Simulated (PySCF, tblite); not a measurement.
# CF4: metal-cation adducts

Aim: compute the metal-cation adducts of CF4 (`FC(F)(F)F`).

Computed with tblite 0.8.0 and PySCF 2.14.0 and routines of our own; the level stands in each step. Atoms count from 0.

## (1) The system as given

5 atoms, charge 0, multiplicity 1; geometry from: start built from the parent or by distance geometry.

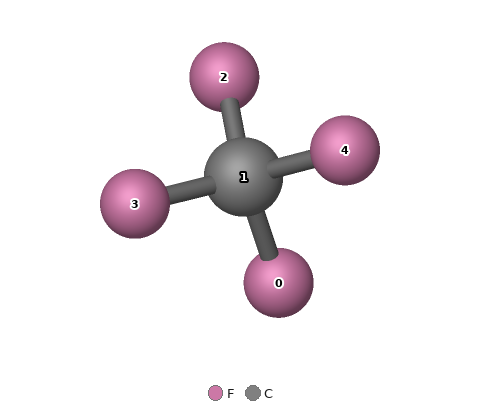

The starting geometry (fluorine pink, carbon grey).

## (2) Optimising the geometry with GFN2-xTB

What the job is given:

```
{"job": {"kind": "relax", "xc": "GFN2-xTB", "basis": "xTB"}, "charge": 0, "multiplicity": 1}
F     -0.014200    -1.080800    -0.835800
C     -0.012500     0.018100    -0.006000
F     -0.127700     1.153900    -0.709200
F     -1.052200    -0.092500     0.864800
F      1.223800     0.006900     0.651800
```

Launch:

```
> OMP_NUM_THREADS=1 python redox_run.py task.json out
```

This one command runs all jobs of the session in turn.

Log:

```text
step      E/eV     max force
  0    -573.26645    2.833
  1    -573.51268    1.446
  2    -573.56542    0.499
  3    -573.57166    0.208
  4    -573.57353    0.171
  5    -573.57668    0.074
  6    -573.57680    0.044
  7    -573.57693    0.020
  8    -573.57694    0.009
```

It took 0.03 s on 1 thread of Arm Neoverse V1, shared host.

Step by step:

| step | energy from step 0 (eV) | largest force (eV/Å) |
| --- | --- | --- |
| 0 | 0.0000 | 2.8326 |
| 1 | -0.2462 | 1.4463 |
| 2 | -0.2990 | 0.4994 |
| 3 | -0.3052 | 0.2082 |
| 4 | -0.3071 | 0.1710 |
| 5 | -0.3102 | 0.0739 |
| 6 | -0.3104 | 0.0442 |
| 7 | -0.3105 | 0.0201 |
| 8 | -0.3105 | 0.0086 |

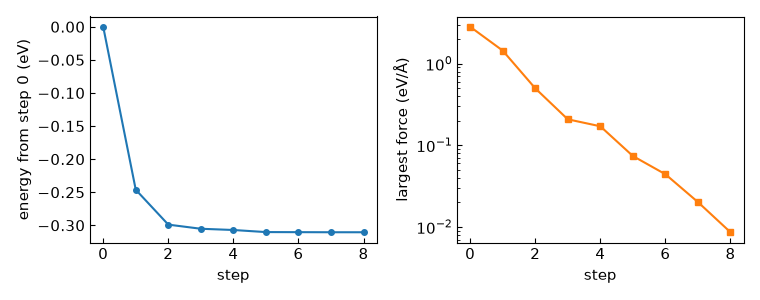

Energy and force, step by step.

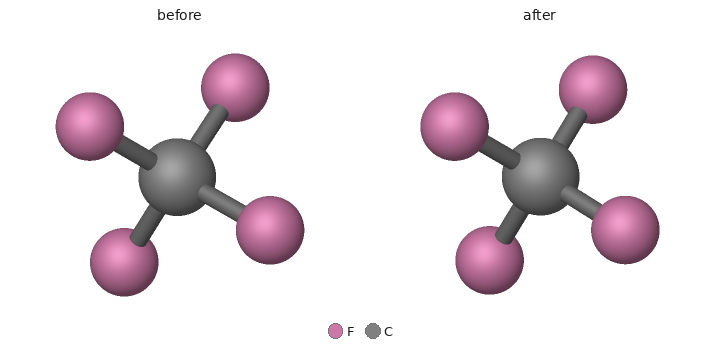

Before and after, at one scale.

Distances of close pairs at the start and the end, largest changes first:

| bond | before (Å) | after (Å) | change (Å) |
| --- | --- | --- | --- |
| C1–F4 | 1.400 | 1.314 | -0.087 |
| F0–C1 | 1.377 | 1.314 | -0.063 |
| C1–F3 | 1.361 | 1.314 | -0.047 |
| C1–F2 | 1.341 | 1.314 | -0.027 |

The end geometry stands in the next job.

## (3) Infrared spectrum with GFN2-xTB

What the job is given:

```
{"job": {"kind": "ir", "xc": "GFN2-xTB", "basis": "xTB"}, "charge": 0, "multiplicity": 1}
F     -0.023520    -1.030032    -0.820914
C      0.003497     0.001043    -0.006961
F     -0.118810     1.110415    -0.700681
F     -0.988477    -0.091286     0.849897
F      1.144555     0.015566     0.644288
```

Log:

```text
mode    cm-1     km/mol
  1     380.0      0.00
  2     380.1      0.00
  3     545.1     36.20
  4     545.2     36.18
  5     545.3     36.20
  6     861.6      0.00
  7    1147.6    475.77
  8    1148.1    475.81
  9    1148.5    475.84
ZPE 40.084  H(298)-E 53.573  G(298)-E -25.533 kJ/mol  S 265.32 J/(mol K)
```

Run time: 0.1 s. Hardware: 1 thread of Arm Neoverse V1, shared host.

Which atoms move in the most intense modes:

| cm⁻¹ | km/mol | atoms |
| --- | --- | --- |
| 545 | 36.2 | F2 27 %, F4 26 %, F0 17 %, F3 17 % |
| 545 | 36.2 | F3 30 %, F0 22 %, F2 19 %, F4 16 % |
| 545 | 36.2 | F0 26 %, F4 23 %, F2 20 %, F3 18 % |
| 1148 | 475.8 | C1 74 %, F2 16 % |
| 1148 | 475.8 | C1 74 %, F3 10 % |
| 1148 | 475.8 | C1 74 %, F0 13 %, F4 12 % |

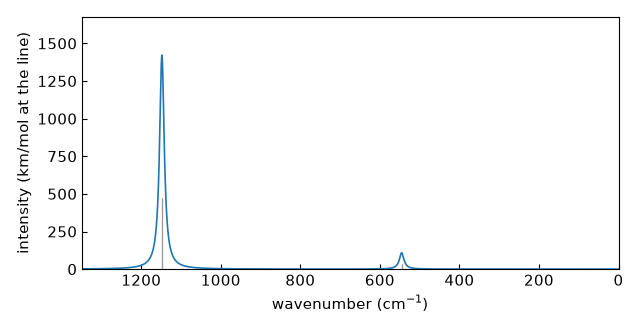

The infrared spectrum from these modes, unscaled. Lines are broadened to a width of 14 cm⁻¹ (Lorentzian).

## (4) Optimising the geometry at PBE0-D3(BJ)/def2-SVP

What the job is given:

```
{"job": {"xc": "PBE0", "basis": "def2-SVP", "d3": "d3bj", "grid": 1, "kind": "geom"}, "charge": 0, "multiplicity": 1}
F     -0.023520    -1.030032    -0.820914
C      0.003497     0.001043    -0.006961
F     -0.118810     1.110415    -0.700681
F     -0.988477    -0.091286     0.849897
F      1.144555     0.015566     0.644288
```

Log:

```text
step   0  E = -436.74588829  max force = 0.002126
step   1  E = -436.74593260  max force = 0.000466
step   2  E = -436.74594168  max force = 0.000982
step   3  E = -436.74598111  max force = 0.000691
step   4  E = -436.74599127  max force = 0.000231
optimisation converged
```

It took 6.9 s on 1 thread of Arm Neoverse V1, shared host.

Relaxation path:

| step | energy from step 0 (eV) | largest force component (eV/Å) |
| --- | --- | --- |
| 0 | 0.0000 | 0.1093 |
| 1 | -0.0012 | 0.0240 |
| 2 | -0.0015 | 0.0505 |
| 3 | -0.0025 | 0.0355 |
| 4 | -0.0028 | 0.0119 |

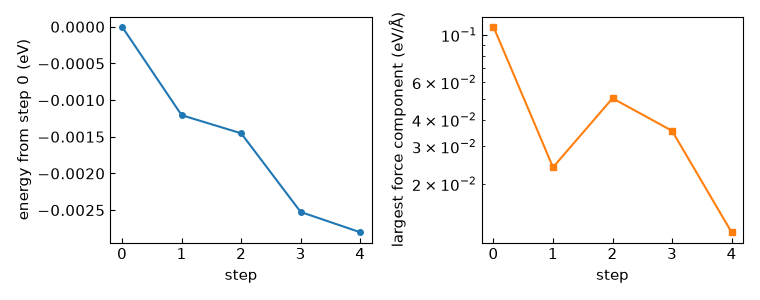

Energy and force, step by step.

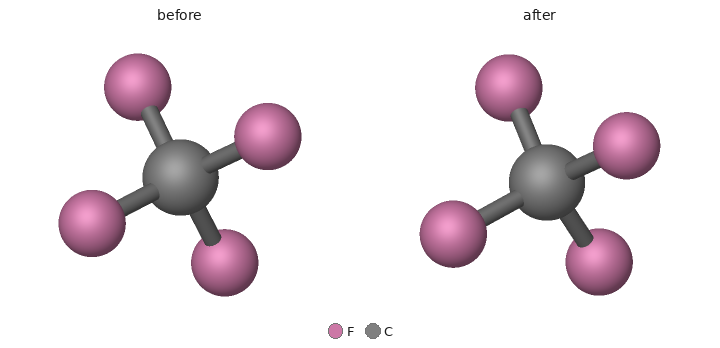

Before and after, at one scale.

Close pairs (by a distance rule), those that changed most:

| bond | before (Å) | after (Å) | change (Å) |
| --- | --- | --- | --- |
| F0–C1 | 1.314 | 1.316 | +0.002 |
| C1–F4 | 1.314 | 1.316 | +0.002 |
| C1–F3 | 1.314 | 1.316 | +0.002 |
| C1–F2 | 1.314 | 1.315 | +0.001 |

The next job starts from the end point, and lists it.

| at the end point | value |
| --- | --- |
| point group (found at 0.08 Å tolerance) | Td |
| rotational constants (GHz, main isotopes) | 5.767, 5.765, 5.759 |
| dipole moment (D) | 0.00 |

## (5) Harmonic vibrations (CF4): PBE0-D3(BJ)/def2-SVP

What the job is given:

```
{"job": {"xc": "PBE0", "basis": "def2-SVP", "d3": "d3bj", "grid": 2, "kind": "hessian"}, "charge": 0, "multiplicity": 1}
F     -0.086709    -1.053892    -0.787792
C      0.003363     0.001319    -0.006881
F     -0.225778     1.089066    -0.709711
F     -0.885283    -0.091273     0.958843
F      1.211418     0.060452     0.510931
```

Log:

```text
coarse grid: 5432 points
cycle   1  E = -436.5165451811  dE =  9.435e-01  |g| = 1.014e+00  |ddm| = 2.324e+00
cycle   2  E = -436.3689740866  dE =  1.476e-01  |g| = 1.434e+00  |ddm| = 1.477e+00
cycle   3  E = -436.6918542119  dE = -3.229e-01  |g| = 2.254e-02  |ddm| = 8.762e-01
cycle   4  E = -436.6919189734  dE = -6.476e-05  |g| = 9.748e-03  |ddm| = 1.791e-02
cycle   5  E = -436.6919329547  dE = -1.398e-05  |g| = 1.118e-03  |ddm| = 6.749e-03
cycle   6  E = -436.6919331712  dE = -2.165e-07  |g| = 2.333e-04  |ddm| = 1.004e-03
final grid: 57624 points
cycle   7  E = -436.7459204966  dE = -1.796e-05  |g| = 4.028e-03  |ddm| = 8.635e-03
cycle   8  E = -436.7459187516  dE =  1.745e-06  |g| = 5.281e-03  |ddm| = 5.485e-03
cycle   9  E = -436.7459231537  dE = -4.402e-06  |g| = 7.672e-05  |ddm| = 3.054e-03
cycle  10  E = -436.7459231544  dE = -7.400e-10  |g| = 4.563e-05  |ddm| = 8.349e-05
cycle  11  E = -436.7459231547  dE = -2.921e-10  |g| = 1.892e-05  |ddm| = 3.875e-05
cycle  12  E = -436.7459231548  dE = -5.559e-11  |g| = 2.995e-06  |ddm| = 1.177e-05
converged SCF energy = -436.7459231548

mode    cm-1
  1     443.0
  2     444.0
  3     641.5
  4     642.1
  5     642.4
  6     940.1
  7    1340.2
  8    1340.9
  9    1342.3
ZPE 46.514  H(298)-E 59.130  G(298)-E -18.623 kJ/mol  S 260.78 J/(mol K)
```

Run time: 26 s. Hardware: 1 thread of Arm Neoverse V1, shared host; peak memory 1 GiB.

Zero-point energy 46.51 kJ/mol (xTB gave 40.08).

## (6) Single point (CF₄): wB97X-D3(BJ)/def2-TZVP

Geometry: PBE0-D3(BJ)/def2-SVP.

What the job is given:

```
{"job": {"kind": "sp", "xc": "wB97X", "basis": "def2-TZVP", "d3": "d3bj", "grid": 2}, "charge": 0, "multiplicity": 1}
F     -0.086709    -1.053892    -0.787792
C      0.003363     0.001319    -0.006881
F     -0.225778     1.089066    -0.709711
F     -0.885283    -0.091273     0.958843
F      1.211418     0.060452     0.510931
```

Log:

```text
coarse grid: 5432 points
cycle   1  E = -437.5023093292  dE =  1.065e+00  |g| = 1.122e+00  |ddm| = 1.865e+00
cycle   2  E = -437.5046228815  dE = -2.314e-03  |g| = 1.241e+00  |ddm| = 9.638e-01
cycle   3  E = -437.7132989961  dE = -2.087e-01  |g| = 4.954e-02  |ddm| = 4.381e-01
cycle   4  E = -437.7136657686  dE = -3.668e-04  |g| = 1.624e-02  |ddm| = 3.373e-02
cycle   5  E = -437.7137110173  dE = -4.525e-05  |g| = 1.766e-03  |ddm| = 1.435e-02
cycle   6  E = -437.7137121975  dE = -1.180e-06  |g| = 3.698e-04  |ddm| = 2.661e-03
final grid: 57624 points
cycle   7  E = -437.7239056829  dE = -6.777e-05  |g| = 8.244e-03  |ddm| = 1.823e-02
cycle   8  E = -437.7239065366  dE = -8.538e-07  |g| = 7.521e-03  |ddm| = 5.305e-03
cycle   9  E = -437.7239132476  dE = -6.711e-06  |g| = 5.191e-04  |ddm| = 2.552e-03
cycle  10  E = -437.7239132873  dE = -3.965e-08  |g| = 1.144e-04  |ddm| = 2.872e-04
cycle  11  E = -437.7239132896  dE = -2.349e-09  |g| = 1.084e-05  |ddm| = 6.215e-05
converged SCF energy = -437.7239132896
```

Run time: 3.7 s. Hardware: 1 thread of Arm Neoverse V1, shared host; peak memory 0.57 GiB.

## (7) Optimising the geometry with GFN2-xTB

This step treats CF4K+, `FC(F)(F)F.[K+]`.

What the job is given:

```
{"job": {"kind": "relax", "xc": "GFN2-xTB", "basis": "xTB"}, "charge": 1, "multiplicity": 1}
F     -0.070500    -1.060000    -0.793100
C     -0.007400     0.010000    -0.029900
F     -0.208300     1.081500    -0.706500
F     -0.887800    -0.076700     0.938200
F      1.208200     0.056600     0.522300
K     -0.292500    -3.440700    -2.110400
```

Log:

```text
step      E/eV     max force
  0    -568.71596    2.221
  1    -568.77527    0.532
  2    -568.78197    0.190
  3    -568.78496    0.154
  4    -568.78646    0.155
  5    -568.78764    0.154
  6    -568.78899    0.194
  7    -568.79206    0.393
  8    -568.79981    0.720
  9    -568.81233    1.060
 10    -568.82377    0.779
 11    -568.83834    0.181
 12    -568.83961    0.180
 13    -568.84107    0.127
 14    -568.84280    0.044
 15    -568.84293    0.017
 16    -568.84295    0.002
```

Wall time 0.05 s (1 thread of Arm Neoverse V1, shared host).

Step by step:

| step | energy from step 0 (eV) | largest force (eV/Å) |
| --- | --- | --- |
| 0 | 0.0000 | 2.2208 |
| 1 | -0.0593 | 0.5317 |
| 2 | -0.0660 | 0.1904 |
| 3 | -0.0690 | 0.1540 |
| 4 | -0.0705 | 0.1548 |
| 5 | -0.0717 | 0.1539 |
| 6 | -0.0730 | 0.1945 |
| 7 | -0.0761 | 0.3935 |
| 8 | -0.0838 | 0.7204 |
| 9 | -0.0964 | 1.0603 |
| 10 | -0.1078 | 0.7790 |
| 11 | -0.1224 | 0.1806 |
| 12 | -0.1236 | 0.1797 |
| 13 | -0.1251 | 0.1272 |
| 14 | -0.1268 | 0.0438 |
| 15 | -0.1270 | 0.0167 |
| 16 | -0.1270 | 0.0022 |

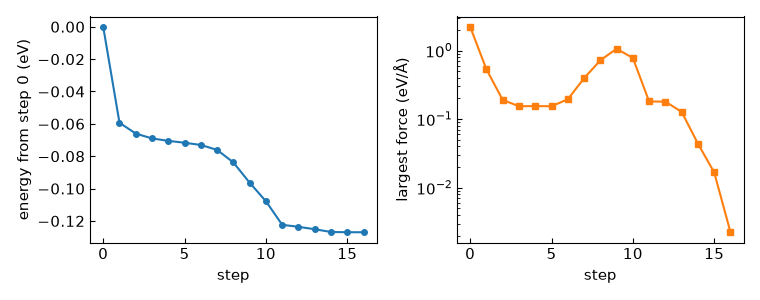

Energy and force, step by step.

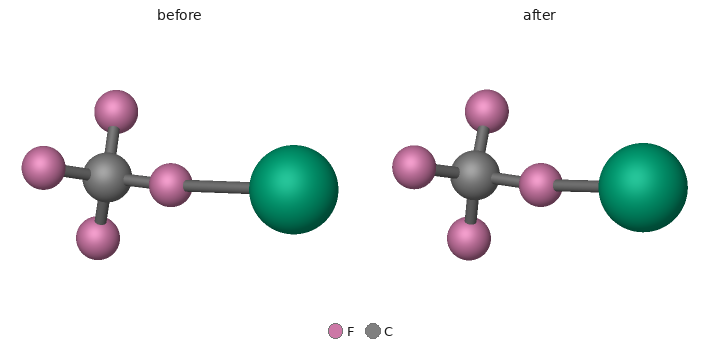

The geometry before (left) and after (right).

Close pairs (by a distance rule), those that changed most:

| bond | before (Å) | after (Å) | change (Å) |
| --- | --- | --- | --- |
| F0–K5 | 2.730 | 2.280 | -0.450 |
| F0–C1 | 1.316 | 1.370 | +0.054 |
| C1–F4 | 1.336 | 1.298 | -0.038 |
| C1–F3 | 1.311 | 1.299 | -0.012 |
| C1–F2 | 1.283 | 1.295 | +0.012 |

The end geometry stands in the next job.

## (8) Harmonic vibrations with GFN2-xTB

What the job is given:

```
{"job": {"kind": "ir", "xc": "GFN2-xTB", "basis": "xTB"}, "charge": 1, "multiplicity": 1}
F     -0.084159    -1.125053    -0.836065
C      0.004565    -0.022937    -0.027971
F     -0.215129     1.017320    -0.767557
F     -0.899737    -0.158678     0.894550
F      1.200952    -0.016191     0.474719
K     -0.264783    -3.123828    -1.917039
```

Log:

```text
mode    cm-1     km/mol
  1     -14.8      3.77
  2     -12.6      3.87
  3     117.9     19.65
  4     379.8      0.16
  5     380.5      0.17
  6     543.5     46.92
  7     543.7     46.03
  8     547.0     14.51
  9     828.4    128.42
 10     994.6    398.54
 11    1207.7    482.36
 12    1219.8    483.61
ZPE 40.614  H(298)-E 60.783  G(298)-E -45.667 kJ/mol  S 357.03 J/(mol K)
```

Run time: 0.12 s. Hardware: 1 thread of Arm Neoverse V1, shared host.

Which atoms move in the most intense modes:

| cm⁻¹ | km/mol | atoms |
| --- | --- | --- |
| 118 | 19.6 | K5 69 % |
| 544 | 46.9 | F2 30 %, F4 23 %, F3 18 %, F0 16 % |
| 544 | 46.0 | F3 30 %, F4 25 %, F2 16 %, F0 16 % |
| 547 | 14.5 | F0 43 %, F2 16 %, F4 16 %, F3 16 % |
| 828 | 128.4 | F0 34 %, C1 18 %, F2 16 %, F3 16 % |
| 995 | 398.5 | C1 60 %, F3 13 %, F4 13 %, F2 12 % |
| 1208 | 482.4 | C1 73 %, F3 15 %, F4 11 % |
| 1220 | 483.6 | C1 73 %, F2 18 % |

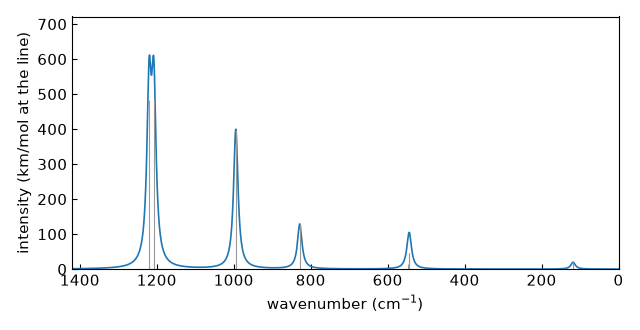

The infrared spectrum from these modes, unscaled. Lines are broadened to a width of 14 cm⁻¹ (Lorentzian).

## (9) Geometry optimisation at PBE0-D3(BJ)/def2-SVP

This step treats CF₄K+, `FC(F)(F)F.[K+]`.

The job, as its differences from that of step 8:

```diff
@@ -1,2 +1,2 @@
-{"job": {"kind": "ir", "xc": "GFN2-xTB", "basis": "xTB"}, "charge": 1, "multiplicity": 1}
+{"job": {"xc": "PBE0", "basis": "def2-SVP", "d3": "d3bj", "grid": 1, "kind": "geom"}, "charge": 1, "multiplicity": 1}
 F     -0.084159    -1.125053    -0.836065
```

Log:

```text
step   0  E = -1036.25340525  max force = 0.019363
step   1  E = -1036.25869247  max force = 0.004620
step   2  E = -1036.25893077  max force = 0.002583
step   3  E = -1036.25902571  max force = 0.001016
step   4  E = -1036.25910488  max force = 0.001602
step   5  E = -1036.25911237  max force = 0.000565
step   6  E = -1036.25909036  max force = 0.000623
step   7  E = -1036.25908876  max force = 0.000366
step   8  E = -1036.25908457  max force = 0.000334
step   9  E = -1036.25908162  max force = 0.000318
optimisation converged
```

Run time: 29 s. Hardware: 1 thread of Arm Neoverse V1, shared host.

The steps of the relaxation:

| step | energy from step 0 (eV) | largest force component (eV/Å) |
| --- | --- | --- |
| 0 | 0.0000 | 0.9957 |
| 1 | -0.1439 | 0.2376 |
| 2 | -0.1504 | 0.1328 |
| 3 | -0.1529 | 0.0522 |
| 4 | -0.1551 | 0.0824 |
| 5 | -0.1553 | 0.0291 |
| 6 | -0.1547 | 0.0320 |
| 7 | -0.1547 | 0.0188 |
| 8 | -0.1545 | 0.0172 |
| 9 | -0.1545 | 0.0164 |

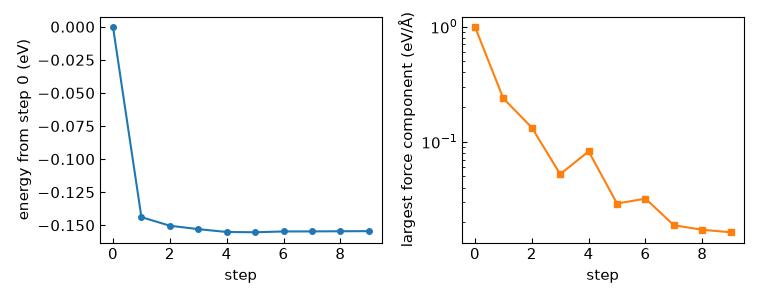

Energy and largest force along the relaxation.

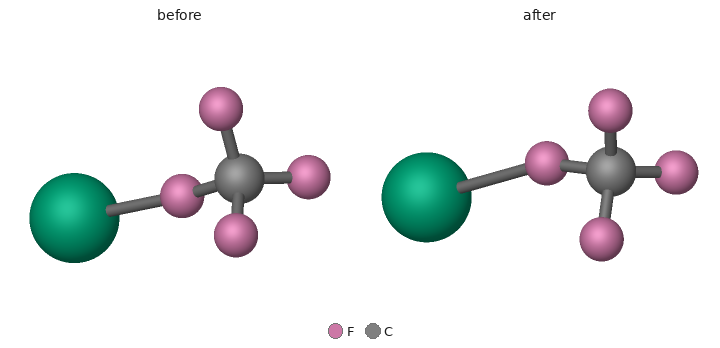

The geometry before (left) and after (right).

Close pairs (by a distance rule), those that changed most:

| bond | before (Å) | after (Å) | change (Å) |
| --- | --- | --- | --- |
| F0–K5 | 2.280 | 2.637 | +0.357 |
| C1–F4 | 1.298 | 1.304 | +0.006 |
| C1–F2 | 1.295 | 1.301 | +0.006 |
| C1–F3 | 1.299 | 1.297 | -0.002 |
| F0–C1 | 1.370 | 1.371 | +0.001 |

The final coordinates are the input of the step that follows.

| at the end point | value |
| --- | --- |
| point group (found at 0.08 Å tolerance) | C1 |
| rotational constants (GHz, main isotopes) | 5.766, 1.004, 1.004 |

## (10) Harmonic vibrations (CF₄K+): PBE0-D3(BJ)/def2-SVP

What the job is given:

```
{"job": {"xc": "PBE0", "basis": "def2-SVP", "d3": "d3bj", "grid": 2, "kind": "hessian"}, "charge": 1, "multiplicity": 1}
F     -0.396298    -1.140918    -0.585780
C      0.055723     0.027552    -0.030225
F     -0.168014     0.983141    -0.884351
F     -0.593323     0.218387     1.076733
F      1.333373    -0.117643     0.187387
K     -0.490038    -3.399794    -1.942947
```

Log:

```text
coarse grid: 7848 points
cycle   1  E = -1036.0361979355  dE =  1.101e+00  |g| = 1.007e+00  |ddm| = 2.556e+00
cycle   2  E = -1035.8904410357  dE =  1.458e-01  |g| = 1.428e+00  |ddm| = 1.482e+00
cycle   3  E = -1036.2115206455  dE = -3.211e-01  |g| = 3.099e-02  |ddm| = 8.767e-01
cycle   4  E = -1036.2116295015  dE = -1.089e-04  |g| = 1.540e-02  |ddm| = 2.583e-02
cycle   5  E = -1036.2116627042  dE = -3.320e-05  |g| = 4.927e-03  |ddm| = 1.142e-02
cycle   6  E = -1036.2116663668  dE = -3.663e-06  |g| = 8.489e-04  |ddm| = 3.140e-03
final grid: 70304 points
cycle   7  E = -1036.2587425540  dE = -5.737e-05  |g| = 3.798e-03  |ddm| = 1.248e-02
cycle   8  E = -1036.2587412675  dE =  1.287e-06  |g| = 4.859e-03  |ddm| = 5.293e-03
cycle   9  E = -1036.2587450581  dE = -3.791e-06  |g| = 2.127e-04  |ddm| = 2.930e-03
cycle  10  E = -1036.2587450637  dE = -5.600e-09  |g| = 1.119e-04  |ddm| = 2.155e-04
cycle  11  E = -1036.2587450656  dE = -1.918e-09  |g| = 3.946e-05  |ddm| = 8.949e-05
cycle  12  E = -1036.2587450658  dE = -2.360e-10  |g| = 7.297e-06  |ddm| = 2.563e-05
cycle  13  E = -1036.2587450659  dE = -6.821e-12  |g| = 4.789e-07  |ddm| = 4.354e-06
converged SCF energy = -1036.2587450659

mode    cm-1
  1      23.9
  2      32.3
  3     111.4
  4     437.6
  5     440.6
  6     635.8
  7     636.2
  8     638.3
  9     922.4
 10    1189.2
 11    1389.9
 12    1408.1
ZPE 47.047  H(298)-E 66.224  G(298)-E -37.599 kJ/mol  S 348.22 J/(mol K)
```

Wall time 71 s (1 thread of Arm Neoverse V1, shared host); peak memory 1.4 GiB.

Zero-point energy 47.05 kJ/mol (xTB gave 40.61).

## (11) Single point (CF4K+): wB97X-D3(BJ)/def2-TZVP

Geometry: PBE0-D3(BJ)/def2-SVP.

What the job is given:

```
{"job": {"kind": "sp", "xc": "wB97X", "basis": "def2-TZVP", "d3": "d3bj", "grid": 2}, "charge": 1, "multiplicity": 1}
F     -0.396298    -1.140918    -0.585780
C      0.055723     0.027552    -0.030225
F     -0.168014     0.983141    -0.884351
F     -0.593323     0.218387     1.076733
F      1.333373    -0.117643     0.187387
K     -0.490038    -3.399794    -1.942947
```

Log:

```text
coarse grid: 7848 points
cycle   1  E = -1037.2551216234  dE =  1.211e+00  |g| = 1.127e+00  |ddm| = 2.002e+00
cycle   2  E = -1037.2610733506  dE = -5.952e-03  |g| = 1.241e+00  |ddm| = 9.855e-01
cycle   3  E = -1037.4708969953  dE = -2.098e-01  |g| = 5.473e-02  |ddm| = 4.430e-01
cycle   4  E = -1037.4713297997  dE = -4.328e-04  |g| = 1.713e-02  |ddm| = 3.763e-02
cycle   5  E = -1037.4713801020  dE = -5.030e-05  |g| = 2.366e-03  |ddm| = 1.568e-02
cycle   6  E = -1037.4713813389  dE = -1.237e-06  |g| = 1.424e-03  |ddm| = 2.861e-03
final grid: 70304 points
cycle   7  E = -1037.4788119847  dE = -1.618e-04  |g| = 9.571e-03  |ddm| = 2.208e-02
cycle   8  E = -1037.4788135533  dE = -1.569e-06  |g| = 8.623e-03  |ddm| = 6.183e-03
cycle   9  E = -1037.4788224216  dE = -8.868e-06  |g| = 6.864e-04  |ddm| = 2.968e-03
cycle  10  E = -1037.4788224917  dE = -7.006e-08  |g| = 2.117e-04  |ddm| = 3.867e-04
cycle  11  E = -1037.4788224995  dE = -7.823e-09  |g| = 4.406e-05  |ddm| = 1.178e-04
converged SCF energy = -1037.4788224995
```

Wall time 7.2 s (1 thread of Arm Neoverse V1, shared host); peak memory 0.73 GiB.

(Part 1 of 2 ends here.)
